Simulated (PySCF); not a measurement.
# C6H14Si (SMILES [SiH3]C1CCCCC1): what the fields show

Input file:

```
{"job": {"kind": "nmr", "xc": "BP86", "basis": "pcSseg-1", "solvent": "methanol", "pop": false}, "charge": 0, "multiplicity": 1}
Si    -2.255862    -0.178437     1.115990
C     -1.061885    -0.114963    -0.375924
C     -0.350263     1.260200    -0.428800
C      1.192786     1.320284    -0.523912
C      1.951018    -0.002873    -0.369597
C      1.145928    -1.024140     0.418187
C     -0.117993    -1.321965    -0.371060
H     -3.007786    -1.434394     1.076609
H     -1.502249    -0.094623     2.368849
H     -3.176373     0.957828     1.037129
H     -1.674454    -0.204769    -1.280053
H     -0.761218     1.819537    -1.271508
H     -0.632957     1.823117     0.464546
H      1.541035     2.005444     0.251797
H      1.474270     1.766066    -1.480044
H      2.163358    -0.426084    -1.354797
H      2.911103     0.187534     0.114672
H      0.891598    -0.631860     1.404248
H      1.733034    -1.935193     0.553920
H     -0.634543    -2.190843     0.044396
H      0.171453    -1.579867    -1.394647
```

Launched as:

```sh
OMP_NUM_THREADS=1 python ens_run.py task.json out
```

Geometry: GFN2-xTB; a saddle point, not a minimum.

Computed with BP86/pcSseg-1, SCF density, in a methanol solvent model, non-relativistic (PySCF).

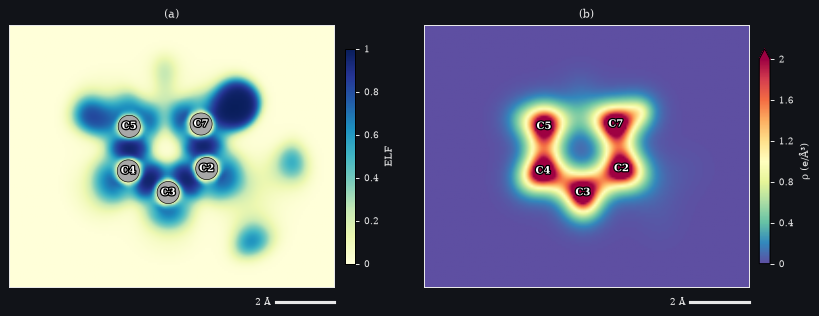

Figure 1. (a) electron localisation function; (b) electron density on the plane of atoms C2, C3 and C4. Grey discs cover the atomic cores in the ELF map.

> Read the bonding off the picture.

- Atoms in the plane: C.
- C–C (1.55 Å): ρ at the midpoint is about 1.5 e/Å³; the ELF peaks at about 0.95 between the atoms (a covalent bond).

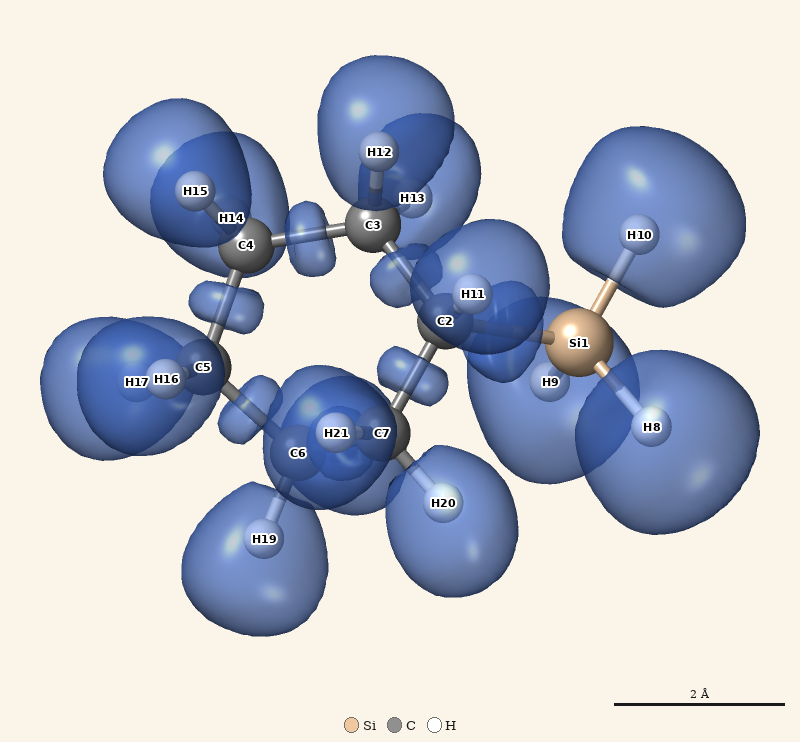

Figure 2. Isosurface of the electron localisation function at 0.8 (blue), seen across its widest extent. Only the valence region is drawn (cores and ρ < 0.01 e/Å³ removed).

> Identify the bonds, lone pairs and shells in this picture.

The surface consists of six regions between bonded C–C atoms (shared pairs), one region between bonded C–Si atoms (shared pairs) and 14 regions around hydrogen nuclei. Along the contacts the grid gives the following. C–C (1.52 Å): the ELF peaks at about 0.95 between the atoms; a shared electron pair. C–Si (1.91 Å): the ELF peaks at about 0.95 between the atoms; a covalent bond.

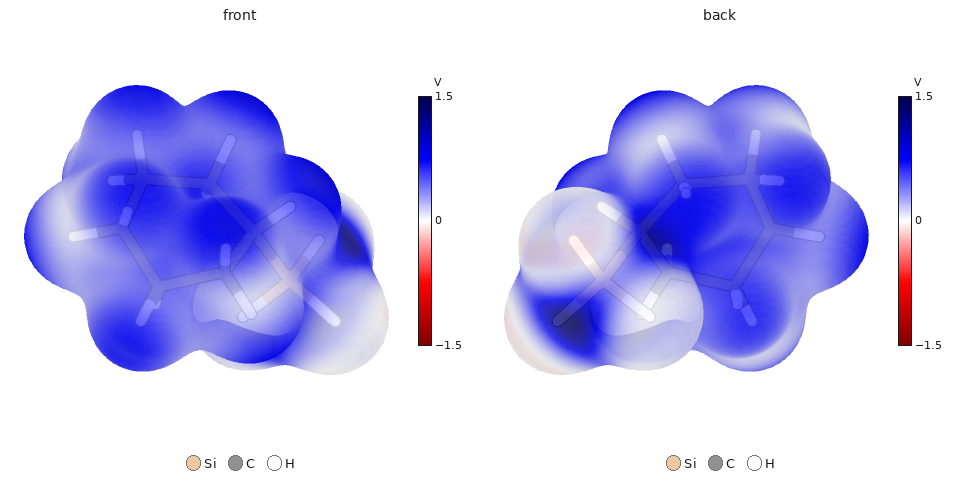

Figure 3. The molecular electrostatic potential painted on the density surface at 0.004 e/bohr³, seen from the front and from behind; red is negative and blue positive.

> Describe the electrostatic potential map.

The most negative region (about −0.1 V) lies over H8 and H10, the most positive (about +1.3 V) over Si1.

> What dipole moment does the calculation give?

Its dipole moment is 1.04 D.
